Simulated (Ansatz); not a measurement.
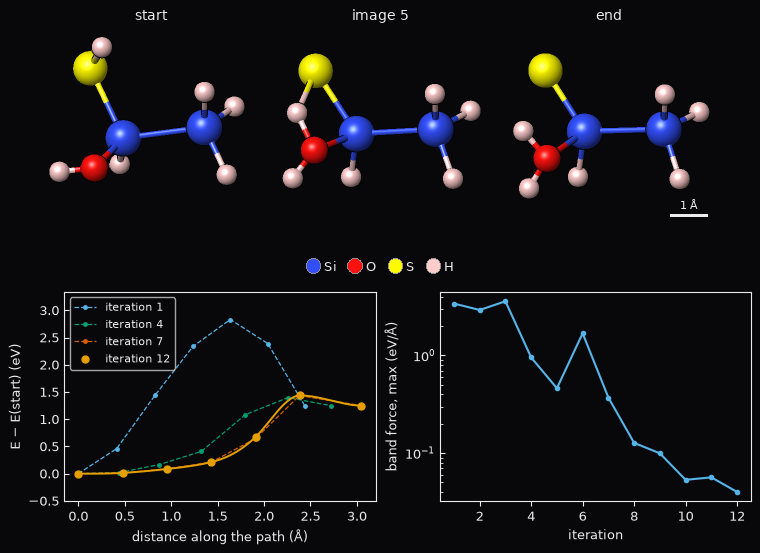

NEB run on Si2H6SO. Images are numbered from 0 (start) to 6 (end). The plot follows the band through its iterations. The picture is a ball-and-stick view, seen face on.

Computed with RKS PBE0-D4/def2-SVP (Ansatz).

Input file:
```yaml
crystal:
  periodic: [false, false, false]
  atoms:
    - {symbol: Si, position_ang: [-0.185700, 0.377409, -0.723304]}
    - {symbol: O, position_ang: [1.014775, 1.505478, -0.701292]}
    - {symbol: S, position_ang: [0.280920, -1.327018, -1.931082]}
    - {symbol: H, position_ang: [1.265472, -1.771447, -1.130845]}
    - {symbol: H, position_ang: [-1.414234, 0.888894, -1.390701]}
    - {symbol: Si, position_ang: [-0.527324, -0.251366, 1.499177]}
    - {symbol: H, position_ang: [1.361740, 1.794008, -1.548345]}
    - {symbol: H, position_ang: [-0.734586, 0.927773, 2.381147]}
    - {symbol: H, position_ang: [0.661460, -1.011008, 1.972972]}
    - {symbol: H, position_ang: [-1.722422, -1.132723, 1.572271]}
basis:
  gaussian: {orbitals: def2-SVP}
hamiltonian: {xc: pbe0, dispersion: d4}
neb:
  images: 5
  climbing: true
  max_iterations: 40
  initial_path: idpp
  final_atoms:
    - {symbol: Si, position_ang: [-0.411458, -0.234917, -0.763159]}
    - {symbol: O, position_ang: [1.304473, 0.745324, -0.931624]}
    - {symbol: S, position_ang: [0.073574, -1.857482, -1.796245]}
    - {symbol: H, position_ang: [1.733573, 0.043168, -1.466154]}
    - {symbol: H, position_ang: [-1.220239, 0.879543, -1.351708]}
    - {symbol: Si, position_ang: [-0.639458, -0.269737, 1.568647]}
    - {symbol: H, position_ang: [1.249487, 1.544505, -1.473718]}
    - {symbol: H, position_ang: [-0.632550, 1.110222, 2.132509]}
    - {symbol: H, position_ang: [0.476797, -1.046399, 2.166767]}
    - {symbol: H, position_ang: [-1.934098, -0.914228, 1.914687]}
```

Launched with:
```bash
ansatz run in.yaml --threads 4 --pin off --events-out ev --progress --plain --max-ram 9574MiB
```

> Did the band converge, and can the barrier be trusted?

The run is converged, with reservations. The band converged in 12 iterations. The largest component of the band force went from 3.4 to 0.04 eV/Å. The climbing image converged on the top of the path. Its curvatures weren't checked. The largest force component is 0.42 eV/Å at the start and 0.22 eV/Å at the end; an end with forces this large is no minimum, and the barrier measured from it can be far off. The first iteration put the highest image at 2.83 eV. The highest point, image 5, lies 1.44 eV above the start and 0.19 eV above the end; the end is at +1.25 eV relative to the start.

Cost: 63 s on 4 threads of Intel Xeon 6975P-C, with other jobs on the host.
